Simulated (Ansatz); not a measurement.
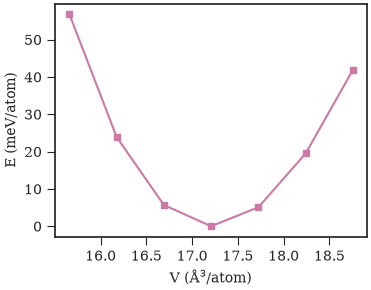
Figure. YN in space group P6/mmm (No. 191; Y on 3f, N on 1a, N on 2d) under volume change, PBE (plane waves, PAW; program Ansatz), shape and atoms relaxed at each volume.

**Question.** What does a third-order Birch–Murnaghan fit give for V₀, B₀ and B′?

**Answer.** V₀ = 17.21 Å³/atom, B₀ = 111 GPa, B′ = 4.1.

The cell is a constructed one: a structure type filled with these elements; neither database checked (COD, Materials Project) lists it. COD files the formula under space group No. 225. Its standing as an ambient phase is unchecked. Symmetry was held in the PBE relaxation; whether a distortion lowers the energy is not shown. No spin polarisation was allowed.

Potentials: the later of the program's two PAW sets.
